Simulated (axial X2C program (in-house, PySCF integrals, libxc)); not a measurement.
**Relativistic diatomic calculation, with input and output: IIn**

IIn, single determinant with Ω = 0. Computed at this level: PBE50, two-component X2C with atomic mean-field Coulomb and Gaunt terms, I dyall-cv3z, In dyall-cv3z (cores contracted) (axial X2C program (in-house, PySCF integrals, libxc)).

**Results in brief**

- outcome: converged
- bond length rₑ: 2.756 Å
- ωₑ: 177.6 cm⁻¹
- energy at the minimum: −12990.83211 hartree
- depth below the fragments: 3.22 eV
- hardware: 1 thread of AMD EPYC (Zen 5), 24 GiB of memory available, shared host
- wall time: 6.5 s
- peak memory: 0.75 GiB

**Input file**
```
{"zs": [53, 49], "q": 0, "bas": ["dyall-cv3z", "dyall-cv3z"], "levels": ["PBE0", "HF", "PBE50"], "cc": true, "r0": 2.75, "thr": -1.0, "nmax": 90, "npts": 10, "nst": 2, "ntry": 6}
```

The line is the task of a batch: nuclear charges, charge, bases, the levels to run, a first guess of the distance and further settings. This report covers PBE50 with spin-orbit coupling. The log is that of the reference distance 2.785 Å.

The run was one of a batch that the task file lists, launched with:
```bash
python <driver script> task.json out
```

**Log**
```
two-component X2C + atomic mean field  PBE50
basis functions 253  fitting functions 1279  grid points 5804
iter        total energy     max residual
   1     -12990.827264193     1.40e-01
   2     -12990.831897901     2.48e-03
   3     -12990.831963822     4.58e-03
   4     -12990.832007801     4.37e-04
   5     -12990.832008406     1.58e-04
   6     -12990.832008699     6.36e-05
   7     -12990.832008715     1.71e-05
   8     -12990.832008720     2.51e-06
converged
one-electron -18820.69505235  Coulomb 5687.97575599  exact exchange -169.42020318  xc functional -174.54422299  nuclear repulsion 493.45537406  atomic mean-field constant -7.60366024
```

**The points of the curve**

```tsv
R (Å)	E (hartree)	dipole (D; origin at the first atom, positive when the second is positive)	highest filled (eV)	lowest empty (eV)
2.423	−12990.810293	1.07	−7.28	−1.08
2.534	−12990.823765	1.85	−7.43	−1.19
2.618	−12990.829191	2.45	−7.51	−1.28
2.701	−12990.831693	3.06	−7.57	−1.37
2.785	−12990.832009	3.66	−7.60	−1.46
2.882	−12990.830340	4.36	−7.59	−1.57
2.980	−12990.827120	5.06	−7.54	−1.67
3.105	−12990.821471	5.94	−7.36	−1.81
3.258	−12990.813243	6.99	−7.13	−1.98
3.481	−12990.800255	8.46	−6.82	−2.21
```

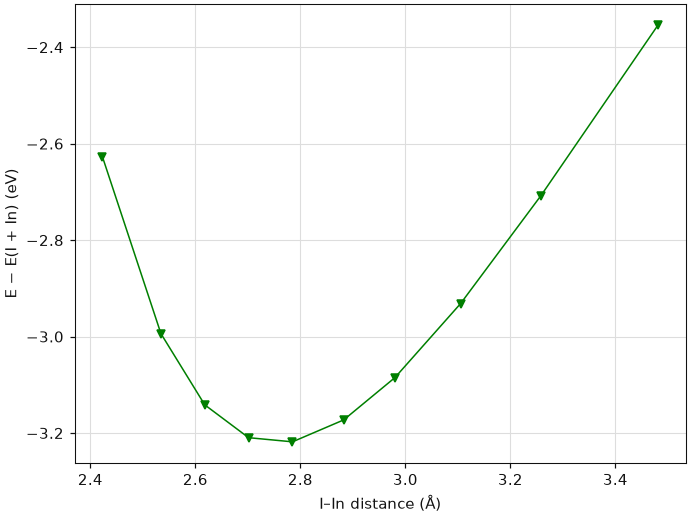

Fig. 1: Energy at 10 bond lengths, for one set of occupations held fixed; the line joins the points. A polynomial of degree 6 through 9 points gives rₑ = 2.756 Å, ωₑ = 177.6 cm⁻¹, ωₑxₑ = 0.34 cm⁻¹ and Bₑ = 0.03679 cm⁻¹. The minimum lies 3.22 eV below I + In, each computed as one determinant at the same level.

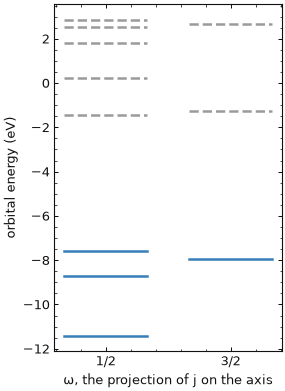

Fig. 2: Orbital energies near the frontier at 2.79 Å, filled (solid) and empty (dashed); the Kramers partners at −ω are degenerate and not drawn. The highest filled spinor (1/2; 49 % I p, 24 % In s) lies at −7.60 eV, the lowest empty one (1/2; 92 % In p, 4 % I p) at −1.46 eV.
